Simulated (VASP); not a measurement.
# MnS (Rambergite): structure and properties in VASP, part 2 of 7

What structure does MnS (Rambergite) take at this level, and what are its properties? The start is a cell from a database of measured crystal structures.

VASP 6.6.1, plane waves and PAW; the level of theory is named at each step.

So far, gap on the k-mesh (eV): step 2 (magnetic order: ferromagnetic) 0.747.

The database entry behind the starting cell differs from later determinations by our own check (about 0.3 % short against later determinations), so it need not match the best structure at ambient conditions.

## Step 3: Magnetic order: antiferromagnetic within the cell

This step: r2SCAN, spin-polarised from an antiferromagnetic start; plane waves and PAW (Mn_pv, S) (VASP 6.6.1).

Next, a pattern with opposite moments.

INCAR reads:

```
SYSTEM = MnS
PREC = Accurate
ENCUT = 400
EDIFF = 1E-06
NELM = 100
ISMEAR = 0
SIGMA = 0.05
LREAL = .FALSE.
ALGO = Normal
METAGGA = R2SCAN
LASPH = .TRUE.
NBANDS = 27
ISPIN = 2
MAGMOM = 4 -4 0 0
LMAXMIX = 4
LORBIT = 11
LWAVE = .FALSE.
LCHARG = .FALSE.
KPAR = 8
ISIF = 2
```

POSCAR reads:

```
MnS
1.0
    3.9760000000      0.0000000000      0.0000000000
   -1.9880000000      3.4433170054      0.0000000000
    0.0000000000      0.0000000000      6.4320000000
Mn S
2 2
Direct
    0.3333333333      0.6666666667      0.0000000000
    0.6666666667      0.3333333333      0.5000000000
    0.3333333333      0.6666666667      0.3850000000
    0.6666666667      0.3333333333      0.8850000000
```

KPOINTS reads:

```
Automatic mesh
0
Gamma
7 7 4
0 0 0
```

Potentials, in the order of the species: Mn_pv and S (PBE family, release 64).

Started as:

```
> mpirun -np 8 vasp_std
```

The log of the run:

```text
[banner, memory and clock lines left out]
running    8 mpi-ranks, on    1 nodes
 distrk:  each k-point on    1 cores,    8 groups
 distr:  one band on    1 cores,    1 groups

 POSCAR found type information on POSCAR MnS
 POSCAR found :  2 types and       4 ions
 [... a notice as in an earlier step ...]

 [... a notice as in an earlier step ...]

 LDA part: xc-table for (None), standard interpolation
 POSCAR, INCAR and KPOINTS ok, starting setup
 FFT: planning ... GRIDC
 FFT: planning ... GRID_SOFT
 FFT: planning ... GRID
 WAVECAR not read
 entering main loop
       N       E                     dE             d eps       ncg     rms          rms(c)
DAV:   1     0.297958718009E+03    0.29796E+03   -0.19383E+04  2936   0.124E+03
DAV:   2    -0.329843778871E+02   -0.33094E+03   -0.32041E+03  2647   0.366E+02
DAV:   3    -0.582874360881E+02   -0.25303E+02   -0.25006E+02  3115   0.106E+02
DAV:   4    -0.589614806607E+02   -0.67404E+00   -0.67225E+00  3084   0.172E+01
DAV:   5    -0.589733924478E+02   -0.11912E-01   -0.11909E-01  3122   0.268E+00    0.153E+01
DAV:   6    -0.497216477706E+02    0.92517E+01   -0.31061E+01  3013   0.555E+01    0.194E+01
DAV:   7    -0.500153145719E+02   -0.29367E+00   -0.24417E+00  2773   0.147E+01    0.114E+01
DAV:   8    -0.499669840234E+02    0.48331E-01   -0.34403E-01  3244   0.745E+00    0.676E+00
DAV:   9    -0.499821766063E+02   -0.15193E-01   -0.22438E-01  2904   0.420E+00    0.109E+00
DAV:  10    -0.499802537058E+02    0.19229E-02   -0.51299E-02  2961   0.272E+00    0.347E-01
DAV:  11    -0.499818800805E+02   -0.16264E-02   -0.42803E-03  2940   0.445E-01    0.163E-01
DAV:  12    -0.499823347494E+02   -0.45467E-03   -0.68663E-04  2770   0.226E-01    0.103E-01
DAV:  13    -0.499824865512E+02   -0.15180E-03   -0.15331E-04  2784   0.835E-02    0.835E-02
DAV:  14    -0.499825187515E+02   -0.32200E-04   -0.84078E-06  2820   0.258E-02    0.467E-02
DAV:  15    -0.499825435324E+02   -0.24781E-04   -0.17741E-05  2755   0.360E-02    0.963E-03
DAV:  16    -0.499825508675E+02   -0.73352E-05   -0.24725E-06  2514   0.119E-02    0.328E-03
DAV:  17    -0.499825463117E+02    0.45559E-05   -0.15417E-07  1473   0.412E-03    0.130E-03
DAV:  18    -0.499825450588E+02    0.12528E-05   -0.53286E-08  1395   0.178E-03    0.538E-04
DAV:  19    -0.499825449048E+02    0.15402E-06   -0.11601E-08  1374   0.962E-04
   1 F= -.49982545E+02 E0= -.49982545E+02  d E =-.127643E-17  mag=     0.0000
```

It took 39 s on 8 MPI ranks of AMD EPYC 9R45, shared host; peak memory 1.9 GiB.

From OUTCAR (step 3):

```text
 Found     24 irreducible k-points:

   k-points           NKPTS =     24   k-points in BZ     NKDIM =     24   number of bands    NBANDS=     27

   NELECT =      38.0000    total number of electrons

 E-fermi :   4.1262

 spin component 1
 k-point     1 :       0.0000    0.0000    0.0000
  band No.  band energies     occupation
    ...
     15       1.1943      1.00000
     16       1.1944      1.00000
     17       2.9437      1.00000
     18       3.8366      1.00000
     19       3.8366      1.00000
     20       6.1827      0.00000
     21       6.2373      0.00000
     22       6.2374      0.00000
     23       7.0937      0.00000
     24       7.9416      0.00000
    ...

 k-point     2 :       0.1429    0.0000    0.0000
  band No.  band energies     occupation
    ...
     15       1.0486      1.00000
     16       1.1946      1.00000
     17       2.7645      1.00000
     18       3.2226      1.00000
     19       3.6034      1.00000
     20       6.0870      0.00000
     21       6.2054      0.00000
     22       6.8086      0.00000
     23       7.1413      0.00000
     24       7.6574      0.00000
    ...

 k-point     3 :       0.2857    0.0000    0.0000
  band No.  band energies     occupation
    ...
     15       0.9636      1.00000
     16       1.1836      1.00000
     17       1.9992      1.00000
     18       2.6395      1.00000
     19       3.1073      1.00000
     20       5.8405      0.00000
     21       6.2131      0.00000
     22       6.7460      0.00000
     23       6.9810      0.00000
     24       7.4168      0.00000
    ...

 k-point     4 :       0.4286    0.0000    0.0000
  band No.  band energies     occupation
    ...
     15       1.0569      1.00000
     16       1.1480      1.00000
     17       1.3718      1.00000
     18       2.1684      1.00000
     19       2.7197      1.00000
     20       5.7271      0.00000
     21       6.2554      0.00000
     22       6.3520      0.00000
     23       6.6972      0.00000
     24       7.0077      0.00000
    ...

  Total        0.3380305      0.3380305     -1.9320778      0.0000000      0.0000000      0.0000000
  in kB        6.1503105      6.1503105    -35.1532743      0.0000000      0.0000000      0.0000000
  external PRESSURE =      -7.6175511 kB  Pullay stress =       0.0000000 kB

 POSITION                                       TOTAL-FORCE (eV/Angst)
 -----------------------------------------------------------------------------------
     -0.00000      2.29554      0.00000        -0.000000      0.000000      0.452408
      1.98800      1.14777      3.21600         0.000000     -0.000000      0.452408
     -0.00000      2.29554      2.47632        -0.000000      0.000000     -0.452408
      1.98800      1.14777      5.69232         0.000000      0.000000     -0.452408
 -----------------------------------------------------------------------------------
    total drift:                                0.000000      0.000001      0.006652

  FREE ENERGIE OF THE ION-ELECTRON SYSTEM (eV)
  ---------------------------------------------------
  free  energy   TOTEN  =       -49.9825449048 eV

  energy  without entropy=      -49.9825449048  energy(sigma->0) =      -49.98254490

 total charge
# of ion       s       p       d       tot
------------------------------------------
    1        0.268   6.204   4.896  11.368
    2        0.268   6.204   4.896  11.368
    3        1.301   2.487   0.000   3.788
    4        1.301   2.487   0.000   3.788
--------------------------------------------------
tot          3.138  17.381   9.792  30.312

 magnetization (x)
# of ion       s       p       d       tot
------------------------------------------
    1        0.036   0.050   4.288   4.375
    2       -0.036  -0.050  -4.288  -4.375
    3       -0.005  -0.025   0.000  -0.030
    4        0.005   0.025   0.000   0.030
--------------------------------------------------
tot          0.000   0.000   0.000   0.000

[... 8 parts as in an earlier step ...]

[... 4 further parts left out ...]
```

Numbers from this step:

```yaml
electronic_cycles: 19
bands: 27
free_energy_toten: -49.98 eV
fermi_energy: 4.126 eV
pressure: -0.7618 GPa
conduction_bottom_at_k: 0.2857, 0.2857, 0.5
gap_on_the_k_mesh: 1.626 eV
least_direct_gap_on_the_k_mesh: 2.346 eV
```

Spin moment in the PAW sphere by atom:

```csv
atom,spin moment in the PAW sphere (μB)
Mn1,4.38
Mn2,-4.38
S3,-0.03
S4,0.03
```

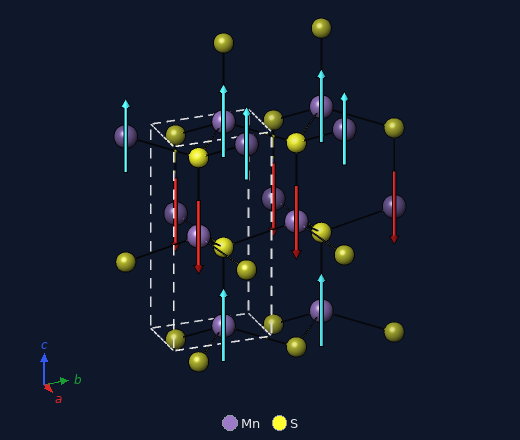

Spin moment in the PAW sphere as arrows, the longest 4.38 μB. Up and down stand for the sign. Arrows give size and sign along the axis of quantisation, drawn up and down the page. The two directions have two colours. 1×2×1 cells are drawn. Some periodic images of atoms are drawn too.

Force by atom:

```csv
atom,x (eV/Å),y (eV/Å),z (eV/Å),size
Mn1,0.000,0.000,0.452,0.452
Mn2,0.000,0.000,0.452,0.452
S3,0.000,0.000,-0.452,0.452
S4,0.000,0.000,-0.452,0.452
```

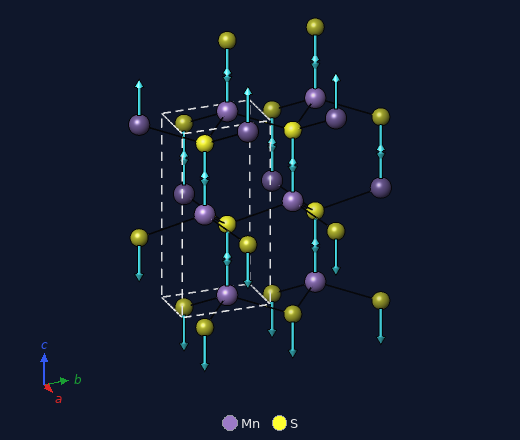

Force as arrows, the longest 0.452 eV/Å. 1×2×1 cells are drawn. Some periodic images of atoms are drawn too.

The energy lies -52.7 meV an atom from the first pattern. The run ends antiferromagnetic with a largest moment of 4.38 μB, and the mesh shows a gap of 1.63 eV.

## Step 4: Magnetic order: antiferromagnetic, q = (0, 0, 1/2)

System of this step: MnS (Rambergite). It takes space group P6_3mc (No. 186, hexagonal). The conventional cell has a = 3.976 Å, b = 3.976 Å, c = 6.432 Å, α = 90.00°, β = 90.00°, γ = 120.00°. Nearest to Mn lie 4 S at 2.41 to 2.48 Å. Nearest to S lie 4 Mn at 2.41 to 2.48 Å. Farther neighbours and most contacts between anions are not listed.

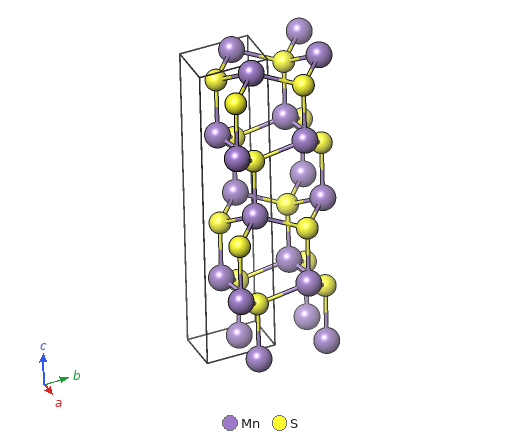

The cell of this step (manganese light purple, sulfur yellow). 2×2×1 cells are drawn. Some periodic images of atoms are drawn too.

Next, a pattern with opposite moments, which needs a doubled cell; q is given in the reciprocal vectors of the primitive cell.

INCAR: that of step 3 with these lines changed.

```diff
@@ -11,5 +11,5 @@
 LASPH = .TRUE.
-NBANDS = 27
+NBANDS = 51
 ISPIN = 2
-MAGMOM = 4 -4 0 0
+MAGMOM = 4 -4 4 -4 0 0 0 0
 LMAXMIX = 4
```

POSCAR reads:

```
MnS
1.0
    3.9760000000      0.0000000000      0.0000000000
   -1.9880000000      3.4433170054      0.0000000000
    0.0000000000      0.0000000000     12.8640000000
Mn S
4 4
Direct
    0.3333333333      0.6666666667      0.0000000000
    0.3333333333      0.6666666667      0.5000000000
    0.6666666667      0.3333333333      0.2500000000
    0.6666666667      0.3333333333      0.7500000000
    0.3333333333      0.6666666667      0.1925000000
    0.3333333333      0.6666666667      0.6925000000
    0.6666666667      0.3333333333      0.4425000000
    0.6666666667      0.3333333333      0.9425000000
```

KPOINTS reads:

```
Automatic mesh
0
Gamma
7 7 2
0 0 0
```

Started as:

```
> mpirun -np 8 vasp_std
```

The log of the run:

```text
[banner, memory and clock lines left out]
running    8 mpi-ranks, on    1 nodes
 distrk:  each k-point on    1 cores,    8 groups
 distr:  one band on    1 cores,    1 groups

 POSCAR found type information on POSCAR MnS
 POSCAR found :  2 types and       8 ions
 [... a notice as in an earlier step ...]

 [... a notice as in an earlier step ...]

 LDA part: xc-table for (None), standard interpolation
 POSCAR, INCAR and KPOINTS ok, starting setup
 FFT: planning ... GRIDC
 FFT: planning ... GRID_SOFT
 FFT: planning ... GRID
 WAVECAR not read
 entering main loop
       N       E                     dE             d eps       ncg     rms          rms(c)
DAV:   1     0.695649982383E+03    0.69565E+03   -0.37282E+04  3808   0.132E+03
DAV:   2    -0.414645802331E+02   -0.73711E+03   -0.70353E+03  3368   0.401E+02
DAV:   3    -0.114651055190E+03   -0.73186E+02   -0.71417E+02  4115   0.128E+02
DAV:   4    -0.117540247350E+03   -0.28892E+01   -0.28717E+01  3946   0.242E+01
DAV:   5    -0.117606495381E+03   -0.66248E-01   -0.65925E-01  3978   0.426E+00    0.220E+01
DAV:   6    -0.988996248481E+02    0.18707E+02   -0.63564E+01  4103   0.581E+01    0.274E+01
DAV:   7    -0.996538195683E+02   -0.75419E+00   -0.43827E+00  3589   0.128E+01    0.181E+01
DAV:   8    -0.995679044928E+02    0.85915E-01   -0.84821E-01  3921   0.992E+00    0.103E+01
DAV:   9    -0.997698608015E+02   -0.20196E+00   -0.61442E-01  3680   0.524E+00    0.175E+00
DAV:  10    -0.997705318523E+02   -0.67105E-03   -0.80331E-02  3769   0.265E+00    0.804E-01
DAV:  11    -0.997773895213E+02   -0.68577E-02   -0.18728E-02  4127   0.729E-01    0.420E-01
DAV:  12    -0.997824768045E+02   -0.50873E-02   -0.40296E-03  3624   0.294E-01    0.193E-01
DAV:  13    -0.997832463833E+02   -0.76958E-03   -0.45647E-04  3970   0.158E-01    0.998E-02
DAV:  14    -0.997834411524E+02   -0.19477E-03   -0.13356E-04  3888   0.753E-02    0.586E-02
DAV:  15    -0.997837197027E+02   -0.27855E-03   -0.21818E-04  3783   0.650E-02    0.207E-02
DAV:  16    -0.997837034152E+02    0.16287E-04   -0.22923E-05  3504   0.264E-02    0.136E-02
DAV:  17    -0.997836961185E+02    0.72967E-05   -0.14919E-06  2539   0.824E-03    0.833E-03
DAV:  18    -0.997836988873E+02   -0.27688E-05   -0.18126E-06  2461   0.730E-03    0.305E-03
DAV:  19    -0.997837019743E+02   -0.30870E-05   -0.61317E-07  1860   0.361E-03    0.124E-03
DAV:  20    -0.997837013646E+02    0.60966E-06   -0.10726E-07  1773   0.153E-03
   1 F= -.99783701E+02 E0= -.99783701E+02  d E =-.218763E-15  mag=     0.0000
```

The job ended after 1.8 min (8 MPI ranks; peak memory 3 GiB).

Parts of OUTCAR (step 4):

```text
  LATTYP: Found a hexagonal cell.
 ALAT       =     3.9760000000
 C/A-ratio  =     3.2354124748

 Found     16 irreducible k-points:

   k-points           NKPTS =     16   k-points in BZ     NKDIM =     16   number of bands    NBANDS=     51

   dimension x,y,z NGX =    28 NGY =   28 NGZ =   84
   dimension x,y,z NGXF=    56 NGYF=   56 NGZF=  168

   ENCUT  =  400.0 eV  29.40 Ry    5.42 a.u.   6.48  6.48 20.98*2*pi/ulx,y,z

   NELECT =      76.0000    total number of electrons

 E-fermi :   4.3920

 spin component 1
 k-point     1 :       0.0000    0.0000    0.0000
  band No.  band energies     occupation
    ...
     34       3.4455      1.00000
     35       3.6352      1.00000
     36       3.6352      1.00000
     37       4.1225      1.00000
     38       4.1225      1.00000
     39       6.0555      0.00000
     40       6.0556      0.00000
     41       6.1615      0.00000
     42       6.4140      0.00000
     43       6.4141      0.00000
    ...

 k-point     2 :       0.1429    0.0000    0.0000
  band No.  band energies     occupation
    ...
     34       2.9624      1.00000
     35       3.3616      1.00000
     36       3.3621      1.00000
     37       3.4524      1.00000
     38       3.8959      1.00000
     39       5.8906      0.00000
     40       6.0279      0.00000
     41       6.3147      0.00000
     42       6.4119      0.00000
     43       6.5655      0.00000
    ...

 k-point     3 :       0.2857    0.0000    0.0000
  band No.  band energies     occupation
    ...
     34       2.0275      1.00000
     35       2.4470      1.00000
     36       2.7910      1.00000
     37       3.1145      1.00000
     38       3.4011      1.00000
     39       5.5899      0.00000
     40       6.0612      0.00000
     41       6.1505      0.00000
     42       6.2715      0.00000
     43       6.4320      0.00000
    ...

 k-point     4 :       0.4286    0.0000    0.0000
  band No.  band energies     occupation
    ...
     34       1.5122      1.00000
     35       2.1448      1.00000
     36       2.3394      1.00000
     37       2.7971      1.00000
     38       3.0007      1.00000
     39       5.5009      0.00000
     40       5.9238      0.00000
     41       6.1291      0.00000
     42       6.2418      0.00000
     43       6.2480      0.00000
    ...

  Total        1.2910735      1.2910735     -2.4739178      0.0000000      0.0000000      0.0000000
  in kB       11.7452465     11.7452465    -22.5059021      0.0000000      0.0000000      0.0000000
  external PRESSURE =       0.3281970 kB  Pullay stress =       0.0000000 kB

  energy-cutoff  :      400.00
  volume of cell :      176.12
      direct lattice vectors                 reciprocal lattice vectors
     3.976000000  0.000000000  0.000000000     0.251509054  0.145208820  0.000000000
    -1.988000000  3.443317005  0.000000000     0.000000000  0.290417640  0.000000000
     0.000000000  0.000000000 12.864000000     0.000000000  0.000000000  0.077736318

 POSITION                                       TOTAL-FORCE (eV/Angst)
 -----------------------------------------------------------------------------------
     -0.00000      2.29554      0.00000         0.000000      0.000000      0.200914
     -0.00000      2.29554      6.43200        -0.000000      0.000000      0.200914
      1.98800      1.14777      3.21600        -0.000000     -0.000000      0.477323
      1.98800      1.14777      9.64800        -0.000000     -0.000000      0.477323
     -0.00000      2.29554      2.47632         0.000000      0.000000     -0.284866
     -0.00000      2.29554      8.90832         0.000000      0.000000     -0.284866
      1.98800      1.14777      5.69232         0.000000      0.000000     -0.393372
      1.98800      1.14777     12.12432         0.000000      0.000000     -0.393372
 -----------------------------------------------------------------------------------
    total drift:                                0.000002      0.000000      0.014886

  FREE ENERGIE OF THE ION-ELECTRON SYSTEM (eV)
  ---------------------------------------------------
  free  energy   TOTEN  =       -99.7837013646 eV

  energy  without entropy=      -99.7837013646  energy(sigma->0) =      -99.78370136

 total charge
# of ion       s       p       d       tot
------------------------------------------
    1        0.268   6.206   4.889  11.363
    2        0.268   6.206   4.889  11.363
    3        0.270   6.206   4.889  11.365
    4        0.270   6.206   4.889  11.365
    5        1.301   2.494   0.000   3.795
    6        1.301   2.494   0.000   3.795
    7        1.302   2.486   0.000   3.789
    8        1.302   2.486   0.000   3.789
--------------------------------------------------
tot          6.283  34.786  19.555  60.625

 magnetization (x)
# of ion       s       p       d       tot
------------------------------------------
    1        0.042   0.056   4.316   4.414
    2       -0.042  -0.056  -4.316  -4.414
    3        0.041   0.056   4.315   4.412
    4       -0.041  -0.056  -4.315  -4.412
    5        0.010   0.049   0.000   0.059
    6       -0.010  -0.049   0.000  -0.059
    7       -0.006  -0.031   0.000  -0.036
    8        0.006   0.031   0.000   0.036
--------------------------------------------------
tot          0.000   0.000   0.000   0.000

[... 2 parts as in an earlier step ...]

[... 6 further parts left out ...]
```

This step gave:

* electronic cycles: 20
* electrons: 76
* bands: 51
* irreducible k-points: 16
* symmetry operations: 6
* free energy (TOTEN): -99.7837 eV
* Fermi energy: 4.392 eV
* pressure: 0.03282 GPa
* conduction bottom at k: 0.2857, 0.2857, 0
* gap on the k-mesh: 1.289 eV
* least direct gap on the k-mesh: 1.933 eV

Spin moment in the PAW sphere by atom:

```csv
atom,spin moment in the PAW sphere (μB)
Mn1,4.41
Mn2,-4.41
Mn3,4.41
Mn4,-4.41
S5,0.06
S6,-0.06
S7,-0.04
S8,0.04
```

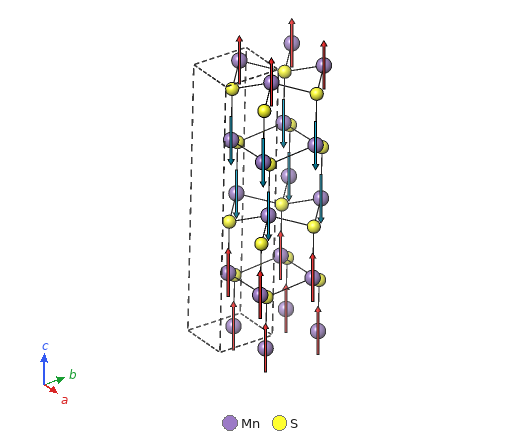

Spin moment in the PAW sphere as arrows, the longest 4.41 μB. Up and down stand for the sign. Arrows give size and sign along the axis of quantisation, drawn up and down the page. The two directions have two colours. 2×2×1 cells are drawn. Some periodic images of atoms are drawn too.

Force by atom:

```csv
atom,x (eV/Å),y (eV/Å),z (eV/Å),size
Mn1,0.000,0.000,0.201,0.201
Mn2,0.000,0.000,0.201,0.201
Mn3,0.000,0.000,0.477,0.477
Mn4,0.000,0.000,0.477,0.477
S5,0.000,0.000,-0.285,0.285
S6,0.000,0.000,-0.285,0.285
S7,0.000,0.000,-0.393,0.393
S8,0.000,0.000,-0.393,0.393
```

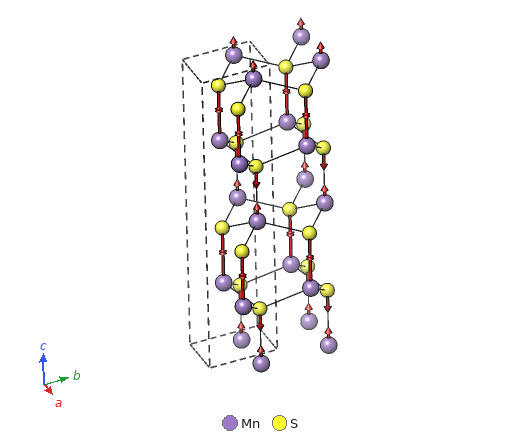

Force as arrows, the longest 0.477 eV/Å. 2×2×1 cells are drawn. Some periodic images of atoms are drawn too.

The energy lies -30.0 meV an atom from the first pattern. The run ends antiferromagnetic with a largest moment of 4.41 μB, and the mesh shows a gap of 1.29 eV.

[end of part 2 of 7]

[Lines on the potential files, build, host, timing and source positions are cut from VASP's logs without a mark.]

[Logs are printed without paths, hosts, clocks, repeated set-up lines and the standing remarks that a program may print on its own settings, such as how far it seeks lower states.]

[Hosts, paths, dates, database ids (printed as entryN), source tags and the programs' standing remarks are cut or masked in the printed files.]

[A measured line is paired with the nearest computed mode of its activity, which favours agreement.]

[In band tables of VASP the shares of atoms and orbitals are scaled to a sum of 1 inside the atoms' spheres.]
